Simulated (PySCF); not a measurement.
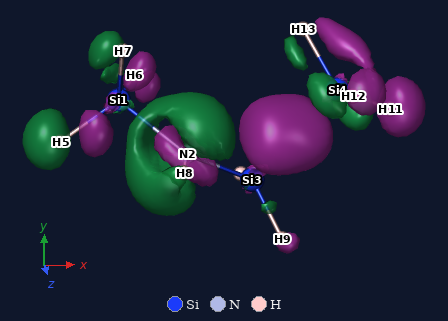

Figure. H9NSi3, charge +1, doublet, SMILES `[SiH3][NH+][SiH2][SiH3]`. Change of the electron density in a uniform field of 0.51 V/Å, surfaces at ±0.01 e/Å³ (green: gain, purple: loss).

PySCF calculation, HF/6-311+G**, gas phase; geometry: GFN2-xTB. No frequency check shows the geometry to be a minimum. The basis has diffuse s and p functions alone, which still leaves polarisabilities too small, most of all across bonds. The stability of the open-shell solution wasn't checked. GFN2-xTB doesn't know the spin state, so this open-shell geometry is rough.

**Along which Cartesian direction does the field point?**

Along +x: electrons gather on the −x side, against the field.

**How large is the response?**

The induced dipole is 3.54 D (+3.53 D along the field); α along this axis, from the fields in both directions, is 183 bohr³ (27.2 Å³). The response isn't linear: the two directions induce 3.54 and 5.84 D.

**Which atoms gain and lose the most charge?**

Electrons gather most on N2 (Hirshfeld charge changes by −0.071 e) and leave Si4 most (+0.056 e); 0.299 electrons are displaced in all.
